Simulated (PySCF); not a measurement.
C₂H₁₂NSi₃ (SMILES C[N][SiH2][SiH2]C[SiH3]) (doublet)

| atom | x (Å) | y (Å) | z (Å) |
| --- | --- | --- | --- |
| C | 2.1713 | 1.1446 | 0.5075 |
| N | 2.1070 | -0.2419 | 0.2426 |
| Si | 1.4571 | -1.1720 | -0.9472 |
| Si | -0.6985 | -1.6776 | -0.0840 |
| C | -1.6379 | -0.0736 | 0.3061 |
| Si | -1.8515 | 1.1433 | -1.1407 |
| H | 3.1125 | 1.3489 | 1.0294 |
| H | 1.3626 | 1.4451 | 1.1864 |
| H | 2.1215 | 1.7827 | -0.3827 |
| H | 1.2008 | -0.7614 | -2.3429 |
| H | 2.1775 | -2.4453 | -0.9512 |
| H | -0.6058 | -2.5191 | 1.1130 |
| H | -1.4388 | -2.4466 | -1.0939 |
| H | -2.6230 | -0.3365 | 0.6933 |
| H | -1.1229 | 0.4391 | 1.1190 |
| H | -2.6552 | 2.2880 | -0.7000 |
| H | -2.5429 | 0.4696 | -2.2424 |
| H | -0.5426 | 1.6191 | -1.5886 |

Geometry: GFN2-xTB.

Computed with UKS B3LYP, pcH-1 on C H N Si, non-relativistic, mean-field spin-orbit, GIAO in PySCF 2.14.0, density-fitted response routines.

**What will maps of the electron density, electron localisation function and spin density show?**

C–Si (1.90 Å): the density is about 0.71 e/Å³ at the midpoint; the ELF peaks at about 0.95 between the atoms (a shared electron pair).
Si–H (1.47 Å): the density is about 1.6 e/Å³ at the midpoint; the ELF climbs to about 1 towards the hydrogen, as it does in any bond to H.
The unpaired spin (1 electron) lies mostly on N2 (about 0.6) and Si4 (about 0.1), in electrons by Hirshfeld's partition.

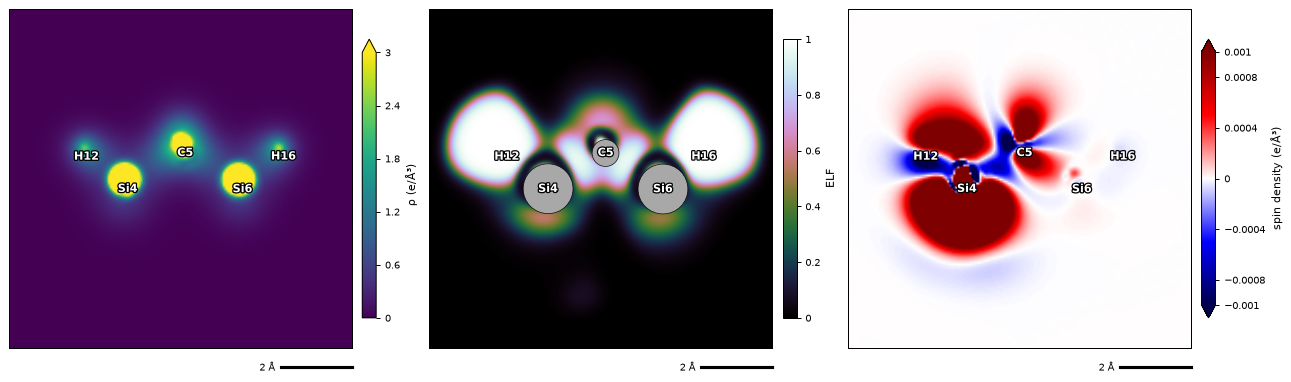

Computed electron density, electron localisation function and spin density on the plane of atoms Si4, C5 and Si6, in this order. Grey discs cover the atomic cores in the ELF map. 
